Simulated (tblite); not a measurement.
## Run report: CH5O2Si, geometry relaxation (part 1 of 2)

The run: geometry relaxation of CH5O2Si, multiplicity 2. Method and program: GFN2-xTB geometry optimisation, gas phase (tblite 0.8.0).

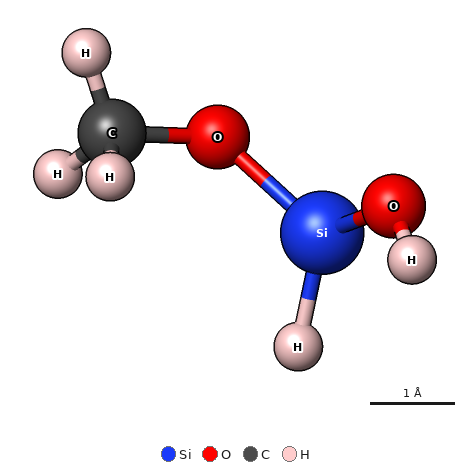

**Figure 1.** The structure as given in the input (ball-and-stick view, seen at a tilt). Bond lengths as drawn: C–H 1.03 to 1.06 Å, C–O 1.37 Å, H–O 0.97 Å, H–Si 1.42 Å and O–Si 1.77 Å.

The input:
```
{"job": {"kind": "relax", "xc": "GFN2-xTB", "basis": "xTB"}, "charge": 0, "multiplicity": 2}
Si    -1.131628    -1.154893     0.529425
O      0.194100    -1.721982     1.554916
O     -0.908990    -1.277913    -1.223441
C     -0.162044    -0.414808    -1.987812
H     -1.799945     0.017322     0.983216
H      0.550966    -1.279831     2.340008
H      0.500992     0.128793    -1.362771
H     -0.813079     0.272865    -2.445256
H      0.379280    -0.917983    -2.700540
```

The first line tells a small driver script what to run in tblite; the rest is the geometry in Å.

Run on 1 CPU thread, shared host.

Launched with:
```bash
OMP_NUM_THREADS=1 python <driver script> task.json out
```

Log:
```
step      E/eV     max force
  0    -395.64248    3.605
  1    -396.06307    2.038
  2    -396.24555    0.893
  3    -396.28927    0.788
  4    -396.36869    0.830
  5    -396.39043    0.534
  6    -396.41540    0.316
  7    -396.42358    0.297
  8    -396.43304    0.349
  9    -396.43878    0.280
 10    -396.44288    0.176
 11    -396.44582    0.179
 12    -396.44806    0.149
 13    -396.44969    0.130
 14    -396.45158    0.143
 15    -396.45394    0.213
 16    -396.45677    0.245
 17    -396.45996    0.201
 18    -396.46329    0.177
 19    -396.46698    0.158
 20    -396.47056    0.162
 21    -396.47362    0.169
 22    -396.47497    0.277
 23    -396.47789    0.173
 24    -396.48085    0.151
 25    -396.48565    0.186
 26    -396.48854    0.184
 27    -396.49032    0.118
 28    -396.49217    0.118
 29    -396.49399    0.169
 30    -396.49587    0.166
 31    -396.49704    0.111
 32    -396.49767    0.074
 33    -396.49843    0.081
 34    -396.49993    0.122
 35    -396.50130    0.141
 36    -396.50237    0.127
 37    -396.50292    0.095
 38    -396.50333    0.074
 39    -396.50386    0.094
 40    -396.50447    0.082
 41    -396.50485    0.112
 42    -396.50495    0.090
 43    -396.50521    0.038
 44    -396.50539    0.052
 45    -396.50589    0.090
 46    -396.50622    0.092
 47    -396.50680    0.065
 48    -396.50735    0.069
 49    -396.50864    0.072
 50    -396.51022    0.138
 51    -396.51179    0.181
 52    -396.51345    0.185
 53    -396.51520    0.058
 54    -396.51547    0.167
 55    -396.51602    0.112
 56    -396.51625    0.033
 57    -396.51632    0.030
 58    -396.51644    0.045
 59    -396.51663    0.056
 60    -396.51683    0.053
 61    -396.51716    0.050
 62    -396.51764    0.073
 63    -396.51825    0.083
 64    -396.51895    0.070
 65    -396.51950    0.060
 66    -396.51967    0.035
 67    -396.51974    0.025
 68    -396.51979    0.021
 69    -396.51983    0.018
 70    -396.51987    0.019
 71    -396.51994    0.023
 72    -396.52003    0.034
 73    -396.52020    0.048
 74    -396.52047    0.062
 75    -396.52094    0.078
 76    -396.52173    0.098
 77    -396.52294    0.119
 78    -396.52422    0.091
 79    -396.52459    0.168
 80    -396.52551    0.098
 81    -396.52609    0.050
 82    -396.52628    0.072
 83    -396.52642    0.048
 84    -396.52655    0.039
 85    -396.52668    0.031
 86    -396.52679    0.024
 87    -396.52682    0.019
 88    -396.52685    0.013
 89    -396.52686    0.007
```

Trajectory as extended XYZ (Å, eV, eV/Å), 31 frames, from step=0 to step=89:
```
9
Properties=species:S:1:pos:R:3:forces:R:3 step=0 energy=-395.64248
Si   -1.1316   -1.1549    0.5294    1.7640  -2.1470  -1.0600
O     0.1941   -1.7220    1.5549   -1.5080   1.1740  -1.2650
O    -0.9090   -1.2779   -1.2234   -0.7900  -0.6410   3.4590
C    -0.1620   -0.4148   -1.9878   -0.4790   0.7040   1.4930
H    -1.7999    0.0173    0.9832    0.1630   0.5570   0.0740
H     0.5510   -1.2798    2.3400   -0.4100  -0.0770  -0.6240
H     0.5010    0.1288   -1.3628    0.9780   0.7410   0.4760
H    -0.8131    0.2729   -2.4453   -0.9480   1.0890  -0.8510
H     0.3793   -0.9180   -2.7005    1.2280  -1.4020  -1.7020
9
Properties=species:S:1:pos:R:3:forces:R:3 step=3 energy=-396.28927
Si   -1.0878   -1.2266    0.5114   -0.7000  -0.0360   0.3610
O     0.1384   -1.6673    1.5044    0.0580   0.1380  -0.3040
O    -0.9141   -1.2800   -1.1026    0.5340   0.3680  -0.0940
C    -0.1708   -0.4070   -1.9557    0.1310   0.0960   0.0580
H    -1.7727    0.0149    0.9754    0.5190  -0.4140  -0.1980
H     0.5241   -1.2851    2.2971   -0.2490   0.1080  -0.3350
H     0.5383    0.1585   -1.3474    0.0510   0.0810  -0.1840
H    -0.8431    0.3003   -2.4661    0.0420  -0.2750   0.2380
H     0.3973   -0.9559   -2.7289   -0.3860  -0.0680   0.4590
9
Properties=species:S:1:pos:R:3:forces:R:3 step=6 energy=-396.41540
Si   -1.1588   -1.2737    0.5211    0.1350  -0.0750   0.0560
O     0.1388   -1.6430    1.4393    0.1830  -0.0850  -0.0960
O    -0.8584   -1.2466   -1.0615   -0.1080  -0.2200  -0.1820
C    -0.1572   -0.3916   -1.9285    0.0200   0.0480   0.1620
H    -1.7103   -0.0128    0.9589   -0.1370   0.2400   0.1530
H     0.4820   -1.2647    2.2479   -0.2280   0.0560  -0.1610
H     0.5686    0.1905   -1.3663    0.1400   0.1630  -0.0710
H    -0.8527    0.2783   -2.4411   -0.0540   0.0110   0.1200
H     0.3576   -0.9849   -2.6820    0.0490  -0.1360   0.0160
9
Properties=species:S:1:pos:R:3:forces:R:3 step=9 energy=-396.43878
Si   -1.1662   -1.2846    0.5203    0.1350   0.2370   0.0660
O     0.1616   -1.6518    1.4072    0.0140   0.0250  -0.1310
O    -0.8567   -1.2618   -1.0643   -0.0260  -0.0180   0.0570
C    -0.1499   -0.3884   -1.9113   -0.0160  -0.0840  -0.0400
H    -1.7085    0.0019    0.9713    0.0240  -0.1340   0.0230
H     0.4479   -1.2496    2.2244   -0.1450   0.0050  -0.0760
H     0.5902    0.2150   -1.3784   -0.0750  -0.0910   0.0090
H    -0.8593    0.2728   -2.4186    0.0190   0.0100   0.0840
H     0.3505   -1.0020   -2.6628    0.0700   0.0500   0.0090
9
Properties=species:S:1:pos:R:3:forces:R:3 step=12 energy=-396.44806
Si   -1.1548   -1.2654    0.5224   -0.0710  -0.0660  -0.0750
O     0.1779   -1.6533    1.3838    0.0870   0.0820  -0.0480
O    -0.8605   -1.2707   -1.0632    0.0430   0.0570  -0.0040
C    -0.1500   -0.3960   -1.9076   -0.0120  -0.0170  -0.0160
H    -1.7094   -0.0004    0.9824    0.0130   0.0520   0.0610
H     0.4194   -1.2438    2.2094   -0.0260  -0.0130   0.0390
H     0.5892    0.2121   -1.3801   -0.0480  -0.1130   0.0860
H    -0.8600    0.2723   -2.4016   -0.0010  -0.0110  -0.0120
H     0.3579   -1.0032   -2.6577    0.0140   0.0280  -0.0300
9
Properties=species:S:1:pos:R:3:forces:R:3 step=15 energy=-396.45394
Si   -1.1571   -1.2620    0.5173    0.0050  -0.0660   0.0840
O     0.1980   -1.6353    1.3595    0.0070   0.1530  -0.0170
O    -0.8575   -1.2685   -1.0623   -0.1150  -0.1470  -0.1030
C    -0.1517   -0.4027   -1.9091    0.0350   0.0660   0.0300
H    -1.7047    0.0014    0.9975    0.0140   0.0230   0.0240
H     0.3972   -1.2444    2.2059   -0.0050  -0.0640   0.0190
H     0.5808    0.1908   -1.3652    0.0880   0.0450   0.0650
H    -0.8604    0.2710   -2.3950   -0.0040   0.0160  -0.0610
H     0.3650   -0.9987   -2.6609   -0.0250  -0.0260  -0.0420
9
Properties=species:S:1:pos:R:3:forces:R:3 step=18 energy=-396.46329
Si   -1.1611   -1.2653    0.5137    0.0440   0.1140  -0.0640
O     0.2311   -1.5807    1.3225   -0.0050   0.1330   0.0120
O    -0.8726   -1.2855   -1.0751   -0.1000  -0.0270  -0.0140
C    -0.1505   -0.4069   -1.9077   -0.0300  -0.0650   0.0790
H    -1.6958    0.0061    1.0230    0.0300  -0.1410  -0.1020
H     0.3670   -1.2579    2.2089    0.0230  -0.0890   0.0110
H     0.5793    0.1624   -1.3307    0.0100   0.0560  -0.0850
H    -0.8583    0.2718   -2.3954    0.1110   0.0010   0.0510
H     0.3706   -0.9923   -2.6715   -0.0820   0.0180   0.1120
9
Properties=species:S:1:pos:R:3:forces:R:3 step=21 energy=-396.47362
Si   -1.1585   -1.2617    0.5043    0.0160  -0.0780  -0.0440
O     0.2544   -1.5102    1.2976    0.1010  -0.0010  -0.1300
O    -0.9005   -1.3025   -1.0896    0.0600   0.1550   0.0280
C    -0.1538   -0.4152   -1.8940   -0.0300  -0.0250  -0.0340
H    -1.6857   -0.0074    1.0255   -0.1240   0.0780  -0.0730
H     0.3514   -1.2865    2.2155    0.0270  -0.0370   0.1230
H     0.5812    0.1490   -1.3141   -0.0840  -0.0600  -0.0430
H    -0.8410    0.2746   -2.3919    0.0110   0.0550   0.0980
H     0.3621   -0.9887   -2.6655    0.0230  -0.0890   0.0750
9
Properties=species:S:1:pos:R:3:forces:R:3 step=24 energy=-396.48085
Si   -1.1531   -1.2634    0.4995   -0.0040  -0.0120   0.1510
O     0.2702   -1.4811    1.2887    0.0650   0.0090  -0.1080
O    -0.9079   -1.2951   -1.0919   -0.0330  -0.0210   0.0200
C    -0.1577   -0.4201   -1.8926    0.0380   0.0730  -0.0420
H    -1.6947   -0.0091    1.0155   -0.1080   0.0230  -0.0760
H     0.3504   -1.3049    2.2196    0.0160  -0.0450   0.0530
H     0.5743    0.1393   -1.3129    0.0650   0.0110   0.0550
H    -0.8328    0.2825   -2.3820   -0.0680   0.0700  -0.0230
H     0.3610   -0.9964   -2.6561    0.0280  -0.1090  -0.0310
9
Properties=species:S:1:pos:R:3:forces:R:3 step=27 energy=-396.49032
Si   -1.1434   -1.2697    0.5076   -0.0150   0.1160   0.0090
O     0.3028   -1.4162    1.2756    0.0090   0.0040  -0.0270
O    -0.9303   -1.2854   -1.0923    0.0240   0.0110   0.0670
C    -0.1603   -0.4200   -1.8926    0.0090  -0.0190   0.0600
H    -1.7251   -0.0132    0.9825   -0.0760  -0.0550  -0.0150
H     0.3578   -1.3526    2.2246    0.0230  -0.0330  -0.0510
H     0.5746    0.1258   -1.3022    0.0810  -0.0210   0.0270
H    -0.8234    0.3053   -2.3727    0.0230  -0.0900  -0.0650
H     0.3570   -1.0226   -2.6427   -0.0770   0.0870  -0.0060
9
Properties=species:S:1:pos:R:3:forces:R:3 step=30 energy=-396.49587
Si   -1.1381   -1.2577    0.5170   -0.0020  -0.0660  -0.0550
O     0.3218   -1.3762    1.2642   -0.0360   0.0190   0.0450
O    -0.9393   -1.2791   -1.0832    0.0660   0.0450  -0.0250
C    -0.1597   -0.4203   -1.8828    0.0130  -0.0140   0.0190
H    -1.7580   -0.0211    0.9633   -0.1040   0.0930   0.0900
H     0.3662   -1.3862    2.2164    0.0570  -0.0120  -0.0740
H     0.5875    0.1131   -1.2911   -0.0310  -0.0370  -0.0540
H    -0.8147    0.3041   -2.3777    0.0390  -0.0460   0.0520
H     0.3440   -1.0251   -2.6384   -0.0030   0.0180   0.0010
9
Properties=species:S:1:pos:R:3:forces:R:3 step=33 energy=-396.49843
Si   -1.1396   -1.2547    0.5188   -0.0550   0.0550   0.0230
O     0.3236   -1.3667    1.2619   -0.0570   0.0350   0.0290
O    -0.9359   -1.2729   -1.0799   -0.0090  -0.0440   0.0100
C    -0.1572   -0.4210   -1.8805    0.0180  -0.0210  -0.0290
H    -1.7822   -0.0178    0.9622   -0.0010  -0.0540   0.0490
H     0.3791   -1.3982    2.2127    0.0370  -0.0030  -0.0690
H     0.5920    0.1076   -1.2925    0.0340   0.0250  -0.0160
H    -0.8101    0.3007   -2.3765   -0.0060   0.0390   0.0300
H     0.3399   -1.0255   -2.6384    0.0400  -0.0330  -0.0280
9
Properties=species:S:1:pos:R:3:forces:R:3 step=36 energy=-396.50237
Si   -1.1577   -1.2448    0.5217    0.0110   0.0450   0.0040
O     0.3132   -1.3393    1.2493   -0.0080   0.0160   0.1170
O    -0.9290   -1.2747   -1.0743   -0.0190  -0.0060   0.0030
C    -0.1483   -0.4273   -1.8797   -0.0110   0.0090  -0.0080
H    -1.8158   -0.0207    0.9823    0.0210  -0.0750  -0.0010
H     0.4017   -1.4139    2.1962   -0.0140   0.0190  -0.1250
H     0.6065    0.1038   -1.3000    0.0330  -0.0300   0.0140
H    -0.8031    0.3006   -2.3638   -0.0050   0.0320  -0.0230
H     0.3422   -1.0321   -2.6439   -0.0080  -0.0100   0.0200
9
Properties=species:S:1:pos:R:3:forces:R:3 step=39 energy=-396.50386
Si   -1.1583   -1.2371    0.5243    0.0380  -0.0830  -0.0220
O     0.3173   -1.3061    1.2454   -0.0100   0.0150   0.0310
O    -0.9350   -1.2725   -1.0722    0.0020   0.0410  -0.0360
C    -0.1475   -0.4290   -1.8774    0.0030   0.0110   0.0050
H    -1.8365   -0.0319    0.9825   -0.0240   0.0320   0.0350
H     0.4109   -1.4313    2.1844   -0.0020   0.0260  -0.0280
H     0.6158    0.0908   -1.2960   -0.0160  -0.0320  -0.0090
H    -0.7955    0.3066   -2.3619    0.0280  -0.0020   0.0140
H     0.3384   -1.0380   -2.6413   -0.0200  -0.0080   0.0110
9
Properties=species:S:1:pos:R:3:forces:R:3 step=42 energy=-396.50495
Si   -1.1593   -1.2381    0.5230   -0.0030  -0.0010   0.0290
O     0.3200   -1.2445    1.2413    0.0060  -0.0390   0.0590
O    -0.9462   -1.2646   -1.0753   -0.0390   0.0210   0.0090
C    -0.1450   -0.4316   -1.8750    0.0200  -0.0170   0.0010
H    -1.8680   -0.0496    0.9918   -0.0040  -0.0350  -0.0040
H     0.4269   -1.4542    2.1645   -0.0070   0.0560  -0.0700
H     0.6288    0.0647   -1.2895    0.0050   0.0180   0.0090
H    -0.7779    0.3189   -2.3561    0.0350  -0.0020   0.0110
H     0.3303   -1.0496   -2.6371   -0.0130  -0.0010  -0.0450
```
